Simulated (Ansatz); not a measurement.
Consider CH$_{7}$GeN.

Input file:

```
crystal:
  periodic: [false, false, false]
  atoms:
    - { symbol: Ge, position_ang: [-0.405859, -0.006549, 0.735039] }
    - { symbol: "N", position_ang: [1.438365, -0.328877, 0.50958] }
    - { symbol: C, position_ang: [-0.779192, 0.085259, -1.163817] }
    - { symbol: H, position_ang: [0.215728, -0.210411, -1.482638] }
    - { symbol: H, position_ang: [-0.761584, 1.276583, 1.527373] }
    - { symbol: H, position_ang: [-0.989164, -1.229153, 1.466716] }
    - { symbol: H, position_ang: [1.947664, -0.512896, 1.372875] }
    - { symbol: H, position_ang: [1.888192, 0.48039, 0.080645] }
    - { symbol: H, position_ang: [-1.520358, -0.63892, -1.515556] }
    - { symbol: H, position_ang: [-1.033693, 1.084673, -1.530119] }
basis:
  gaussian: { orbitals: def2-SVP }
hamiltonian:
  xc: pbe0
  dispersion: d4
relax:
  f_tol: 0.03
  max_steps: 50
output:
  orbitals: {}
```

Command:

```sh
ansatz run input.yaml --threads 2 --pin off --max-ram 3072MiB --backend cpu --events-out ev --progress --plain --runs-dir out
```

The fields are those of the relaxed geometry.

Method: RKS PBE0-D4/def2-SVP in Ansatz.

What will maps of the electron density and electron localisation function show?

Ge–N (1.84 Å): ρ at the midpoint is about 0.94 e/Å³; the ELF peaks at about 0.90 in the valence shell of N, 0.7 Å from its nucleus, and is about 0.45 at the midpoint.
C–Ge (1.95 Å): ρ at the midpoint is about 0.89 e/Å³; the ELF peaks at about 0.95 in the valence shell of C, 0.7 Å from its nucleus, and is about 0.70 at the midpoint.
N–H (1.02 Å): the density is about 2.7 e/Å³ at the midpoint; the ELF climbs to about 1 towards the hydrogen, as it does in any bond to H (an ordinary covalent bond to hydrogen).
C–H (1.10 Å): ρ at the midpoint is about 1.9 e/Å³; the ELF climbs to about 1 towards the hydrogen; a covalent bond by its length.

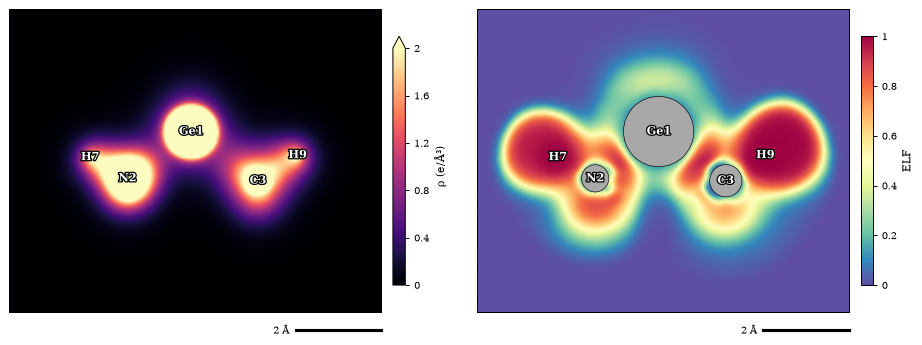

Computed electron density and electron localisation function on the plane of atoms N2, Ge1 and C3, in this order. Grey discs cover the atomic cores in the ELF map. 
